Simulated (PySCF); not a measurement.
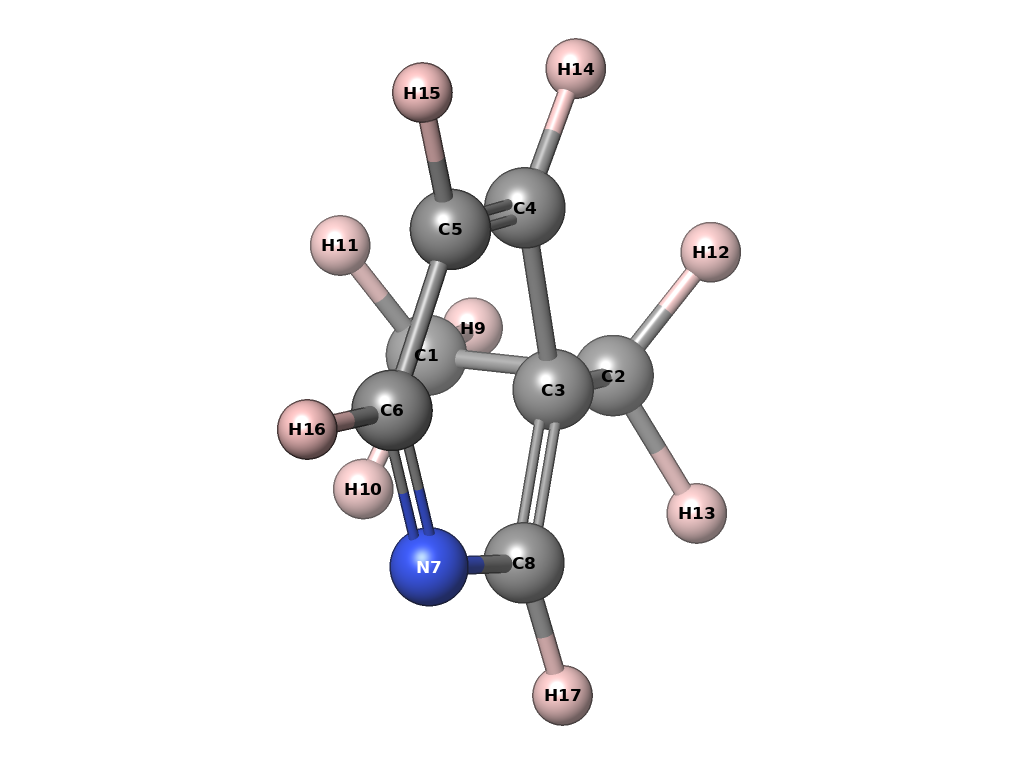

C2 lies behind C3. The molecule seen a little off the C3–C2 bond, C3 in front. Distant atoms are faded towards the background colour. Geometry: a frame of a GFN2-xTB molecular-dynamics simulation, not a minimum.

### What is the torsion angle C4–C3–C2–C1? The sign is positive where the front bond must turn clockwise to cover the back bond.

−87°, about perpendicular.
